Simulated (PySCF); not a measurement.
# What a change does: NMR shielding calculation on C₈H₈Si

System: C₈H₈Si, SMILES C1=Cc2ccccc2[SiH2]1.
Method of the first run: GIAO B3LYP/cc-pVDZ NMR shielding, non-relativistic, gas phase (PySCF 2.14.0).

The geometry comes from this level: GFN2-xTB. Text and figures count atoms from 1; the logs count them from 0 in places.

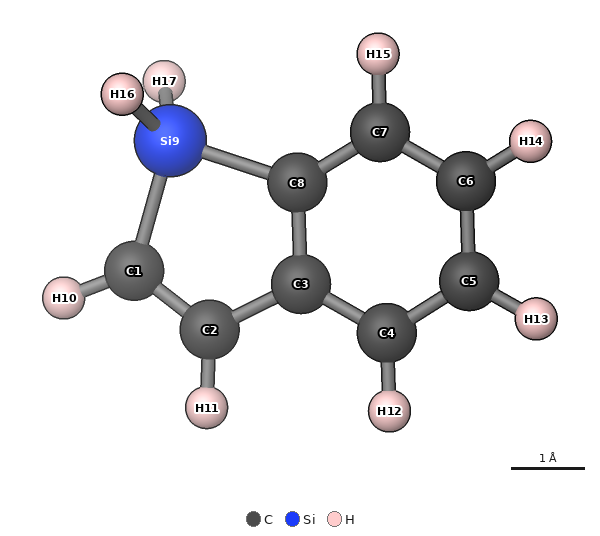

The structure as given in the input (ball-and-stick view, seen at a tilt; atoms are numbered from 1 in the order of the input). Bond lengths as drawn: C–C 1.34 to 1.46 Å, C–H 1.08 Å, C–Si 1.88 to 1.89 Å and H–Si 1.46 Å.

Input, the first run:
```
{"job": {"kind": "nmr", "xc": "B3LYP", "basis": "cc-pVDZ", "pop": false}, "charge": 0, "multiplicity": 1}
C     -2.409949    -0.705397     0.181022
C     -1.289385    -1.416367     0.349315
C     -0.030211    -0.706421     0.171551
C      1.227889    -1.272932     0.303597
C      2.353909    -0.488340     0.106931
C      2.224720     0.850820    -0.218219
C      0.964099     1.420415    -0.349784
C     -0.167301     0.654864    -0.158004
Si    -2.003952     1.082695    -0.252800
H     -3.387328    -1.146500     0.291402
H     -1.267548    -2.467695     0.603953
H      1.331307    -2.319263     0.557092
H      3.337107    -0.925368     0.208282
H      3.107434     1.455423    -0.369811
H      0.870781     2.467360    -0.604068
H     -2.429364     2.048128     0.763012
H     -2.439207     1.480609    -1.593381
```

The first line tells a small driver script what to run in PySCF; the rest is the geometry in Å.

Command:
```bash
OMP_NUM_THREADS=1 python <driver script> task.json out
```

Hardware: 1 CPU thread, shared host.

Output (the first run):
```
coarse grid: 15272 points
cycle   1  E = -599.0834188647  dE =  1.558e+00  |g| = 4.626e-01  |ddm| = 9.068e+00
cycle   2  E = -599.0571910954  dE =  2.623e-02  |g| = 5.569e-01  |ddm| = 2.217e+00
cycle   3  E = -599.1450946894  dE = -8.790e-02  |g| = 8.324e-02  |ddm| = 1.115e+00
cycle   4  E = -599.1463045960  dE = -1.210e-03  |g| = 5.086e-02  |ddm| = 1.949e-01
cycle   5  E = -599.1470483463  dE = -7.438e-04  |g| = 8.016e-03  |ddm| = 9.074e-02
cycle   6  E = -599.1470643204  dE = -1.597e-05  |g| = 3.200e-03  |ddm| = 1.707e-02
cycle   7  E = -599.1470669773  dE = -2.657e-06  |g| = 4.637e-04  |ddm| = 5.556e-03
final grid: 144568 points
cycle   8  E = -599.1748940391  dE = -2.451e-05  |g| = 5.711e-03  |ddm| = 6.701e-02
cycle   9  E = -599.1748893840  dE =  4.655e-06  |g| = 6.995e-03  |ddm| = 2.558e-02
cycle  10  E = -599.1749032517  dE = -1.387e-05  |g| = 1.263e-03  |ddm| = 1.403e-02
cycle  11  E = -599.1749036812  dE = -4.295e-07  |g| = 2.727e-04  |ddm| = 2.281e-03
cycle  12  E = -599.1749037007  dE = -1.947e-08  |g| = 6.326e-05  |ddm| = 5.598e-04
cycle  13  E = -599.1749037015  dE = -8.297e-10  |g| = 3.237e-05  |ddm| = 1.622e-04
cycle  14  E = -599.1749037018  dE = -2.958e-10  |g| = 1.016e-05  |ddm| = 6.658e-05
converged SCF energy = -599.1749037018

GIAO shielding tensors (ppm)
atom      isotropic    diamagn.    paramagn.     s11        s22        s33       span
  0 C       69.422     255.432    -186.010    -27.577     60.158    175.685    203.262
  1 C       44.921     252.320    -207.399    -59.327     55.927    138.164    197.491
  2 C       45.894     249.851    -203.957    -45.725     23.155    160.251    205.977
  3 C       71.807     258.549    -186.743    -20.431     59.959    175.893    196.324
  4 C       66.424     253.766    -187.342    -34.930     53.107    181.096    216.026
  5 C       69.915     253.462    -183.547    -31.408     60.116    181.038    212.446
  6 C       61.965     257.965    -196.000    -44.086     51.223    178.759    222.845
  7 C       60.849     254.025    -193.177    -21.095     22.086    181.555    202.650
  8 Si     455.878     889.533    -433.655    385.897    463.889    517.847    131.949
  9 H       25.740      28.663      -2.922     24.537     25.208     27.477      2.940
 10 H       24.366      31.157      -6.791     22.270     22.736     28.093      5.823
 11 H       24.577      32.739      -8.162     21.249     24.098     28.383      7.134
 12 H       24.501      28.916      -4.415     21.515     24.307     27.682      6.167
 13 H       24.654      29.196      -4.542     21.667     24.384     27.910      6.243
 14 H       24.201      32.182      -7.981     20.365     23.325     28.913      8.548
 15 H       27.147      31.272      -4.125     23.748     25.146     32.548      8.800
 16 H       27.148      31.272      -4.125     23.742     25.149     32.552      8.810
```

The input of the second run differs as follows (lines with − go, lines with + come):
```diff
-"xc": "B3LYP"
-"basis": "cc-pVDZ"
-"pop": false
+"xc": "PBE0"
+"basis": "pcSseg-1"
```

What does this change do to the results?

The total energies belong to different models, so their difference says nothing on which is more stable or more accurate. The HOMO goes from −6.18 to −6.58 eV. The LUMO goes from −1.31 to −1.38 eV. The dipole moment goes from 0.31 to 0.26 D. Of all shieldings, the largest change is that of Si9, by −62.8 ppm. The functional changes from B3LYP to PBE0. The SCF takes 13 iterations against 14. The basis functions go from 170 to 200.

Output (the second run):
```
coarse grid: 15272 points
cycle   1  E = -598.4973378082  dE =  1.581e+00  |g| = 4.173e-01  |ddm| = 4.231e+00
cycle   2  E = -598.4878610219  dE =  9.477e-03  |g| = 4.658e-01  |ddm| = 1.182e+00
cycle   3  E = -598.5460447629  dE = -5.818e-02  |g| = 6.860e-02  |ddm| = 5.998e-01
cycle   4  E = -598.5467626969  dE = -7.179e-04  |g| = 4.449e-02  |ddm| = 1.108e-01
cycle   5  E = -598.5473157675  dE = -5.531e-04  |g| = 6.179e-03  |ddm| = 5.426e-02
cycle   6  E = -598.5473247966  dE = -9.029e-06  |g| = 2.383e-03  |ddm| = 8.530e-03
final grid: 144568 points
cycle   7  E = -598.6006124024  dE = -3.021e-05  |g| = 7.633e-03  |ddm| = 4.927e-02
cycle   8  E = -598.6006071234  dE =  5.279e-06  |g| = 8.940e-03  |ddm| = 1.958e-02
cycle   9  E = -598.6006282006  dE = -2.108e-05  |g| = 8.501e-04  |ddm| = 1.042e-02
cycle  10  E = -598.6006283575  dE = -1.570e-07  |g| = 3.442e-04  |ddm| = 1.147e-03
cycle  11  E = -598.6006283881  dE = -3.063e-08  |g| = 9.404e-05  |ddm| = 4.615e-04
cycle  12  E = -598.6006283902  dE = -2.037e-09  |g| = 2.920e-05  |ddm| = 1.054e-04
cycle  13  E = -598.6006283904  dE = -1.921e-10  |g| = 8.736e-06  |ddm| = 3.706e-05
converged SCF energy = -598.6006283904

GIAO shielding tensors (ppm)
atom      isotropic    diamagn.    paramagn.     s11        s22        s33       span
  0 C       53.388     260.938    -207.550    -53.607     46.082    167.689    221.296
  1 C       26.406     249.628    -223.222    -88.010     38.867    128.362    216.372
  2 C       31.239     257.882    -226.643    -67.869      8.497    153.090    220.960
  3 C       56.874     249.941    -193.067    -42.232     43.121    169.733    211.964
  4 C       51.240     254.506    -203.266    -59.585     36.072    177.232    236.817
  5 C       54.481     253.713    -199.233    -55.707     43.404    175.745    231.452
  6 C       46.806     251.830    -205.024    -67.411     33.713    174.115    241.526
  7 C       47.245     257.586    -210.341    -42.554      6.677    177.613    220.167
  8 Si     393.061     882.498    -489.437    331.556    393.402    454.224    122.668
  9 H       25.339      29.472      -4.133     24.527     24.643     26.846      2.319
 10 H       24.025      31.569      -7.544     22.141     22.381     27.553      5.412
 11 H       24.120      32.166      -8.046     20.541     24.222     27.597      7.056
 12 H       24.094      29.766      -5.671     20.913     24.529     26.842      5.929
 13 H       24.256      29.959      -5.703     21.053     24.613     27.102      6.050
 14 H       23.811      31.203      -7.393     19.696     23.494     28.242      8.546
 15 H       26.820      29.014      -2.194     23.363     24.939     32.156      8.794
 16 H       26.820      29.015      -2.195     23.356     24.944     32.161      8.805
```

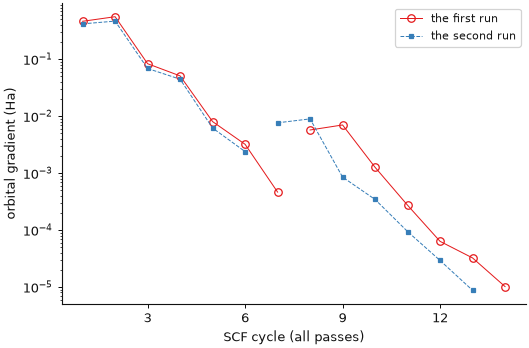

Convergence of the two runs: orbital gradient against the SCF cycle. A break in a curve parts two SCF passes (coarse and final grid). The first run takes 14 cycles in all, and the second run takes 13.

The two runs side by side:

```tsv
quantity	the first run	the second run
outcome	converged	converged
total energy (hartree)	−599.174904	−598.600628
HOMO (eV)	−6.18	−6.58
LUMO (eV)	−1.31	−1.38
dipole moment (D)	0.31	0.26
shielding of C1 (ppm)	69.4	53.4
shielding of C2 (ppm)	44.9	26.4
shielding of C4 (ppm)	71.8	56.9
shielding of C5 (ppm)	66.4	51.2
shielding of C6 (ppm)	69.9	54.5
shielding of C7 (ppm)	62.0	46.8
shielding of Si9 (ppm)	455.9	393.1
SCF iterations	14	13
basis functions	170	200
wall time (shared host)	27 s	41 s
```
